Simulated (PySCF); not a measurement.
Frequency calculation of CoNCl

System: CoNCl, multiplicity 4.
Method: UKS-based PBE0, Co def2-TZVP, N def2-TZVP, Cl def2-TZVP; non-relativistic Hamiltonian; density fitting (PySCF 2.14.0).

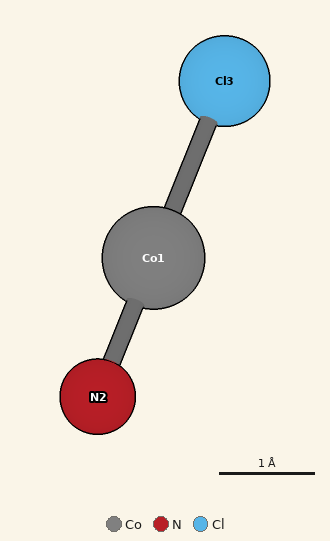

*The input geometry (ball-and-stick view, seen at an oblique angle; atoms are numbered from 1 in the order of the input). Sticks mark near contacts.*

Bond lengths as drawn: Cl–Co 2.13 Å and Co–N 1.67 Å.

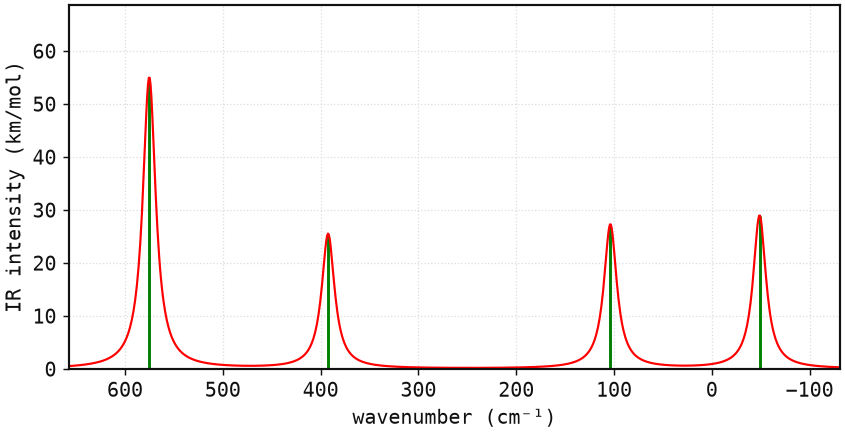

*Harmonic infrared spectrum, unscaled: sticks (degenerate modes added up, dark ones marked on the axis) with a Lorentzian envelope of 16 cm⁻¹ full width, scaled to the tallest stick; imaginary modes are drawn at negative wavenumbers.*

4 modes from 49i to 575 cm⁻¹, 1 imaginary beyond 8i (49i cm⁻¹): not a clean minimum; so soft a mode can be a shallow saddle, an incomplete relaxation or noise of the force constants. The strongest line is at 575 cm⁻¹ (55 km/mol). All modes, in cm⁻¹ (km/mol): 49i (29), 104 (27), 392 (25), 575 (55). The two bends of a linear molecule should be equal; they aren't, because the electronic state found breaks the axial symmetry.

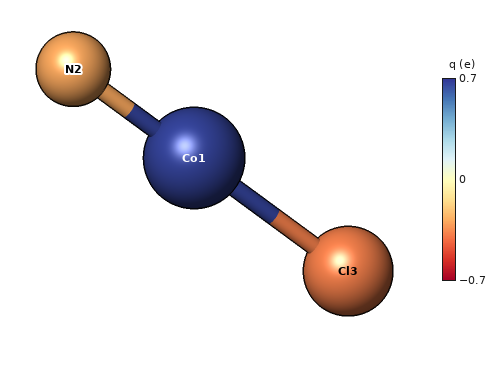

*Mulliken charges, as the colour of each atom (ball-and-stick view, seen at an oblique angle; atoms are numbered from 1 in the order of the input).*

By element: Co +0.66, N −0.29 and Cl −0.37 e.

These pictures come from the run below.

**Input**
```python
from pyscf import gto, scf, dft
mol = gto.M(atom='''
Co     0.000000    -0.000000    -0.473841
N      0.000000    -0.000000    -2.147368
Cl    -0.000000     0.000000     1.658465''',
    basis={'Co': 'def2-TZVP', 'N': 'def2-TZVP', 'Cl': 'def2-TZVP'},
    charge=0, spin=3)
mf = dft.UKS(mol, xc='PBE0')
mf.grids.atom_grid = (75, 302)
aux = {'Co': 'def2-universal-JKFIT', 'N': 'def2-universal-JKFIT', 'Cl': 'def2-universal-JKFIT'}
mf = mf.density_fit(auxbasis=aux)
mf.conv_tol = 1e-09
mf.diis_space = 10
mf.max_cycle = 60
mf.verbose = 4
mf.kernel()
```

The script is an equivalent of the set-up of the self-consistent field. The run itself was carried out by a driver, which started from the orbitals of the step before it where there was one and computed the further properties.

Launch command:
```bash
OMP_NUM_THREADS=4 python axn.py task.json out
```

**The program's output**
```
init E= -1897.23978248588
  alpha nocc = 27  HOMO = -0.30005803247144  LUMO = -0.124778217481787
  beta  nocc = 24  HOMO = -0.312920100038062  LUMO = -0.155100484359676
  HOMO = -0.300058032471  LUMO = -0.15510048436  gap/eV = 3.94450
cycle= 1 E= -1897.23978248588  delta_E= -6.37e-12  |g|= 3.72e-06  |ddm|= 5.33e-06
  alpha nocc = 27  HOMO = -0.300057097283967  LUMO = -0.124776707019038
  beta  nocc = 24  HOMO = -0.312920294085971  LUMO = -0.155099404336219
  HOMO = -0.300057097284  LUMO = -0.155099404336  gap/eV = 3.94450
Extra cycle  E= -1897.23978248588  delta_E= 7.28e-12  |g|= 5.89e-06  |ddm|= 7.03e-06
converged SCF energy = -1897.23978248588  <S^2> = 4.3012412  2S+1 = 4.2667277
```

**Key numbers**

| quantity | value |
| --- | --- |
| outcome | converged |
| total energy | −1897.239782 hartree |
| ⟨S²⟩ | 4.301 |
| zero-point energy | 0.002441 hartree |
| dipole moment | 0.86 D |
| wavenumbers, lowest and highest | 49i and 575 cm⁻¹ |
| hardware | 4 threads of Arm Neoverse V2, 24 GiB of memory available, shared host |
| wall time | 38 s (CPU time 2.1 min) |
| peak memory | 0.98 GiB |

**Notes**

Checks after the run noted: the SCF density has lower symmetry than the nuclear frame; spin contamination. ⟨S²⟩ is 4.30 against 3.75 for a pure state: the solution is spin-contaminated.
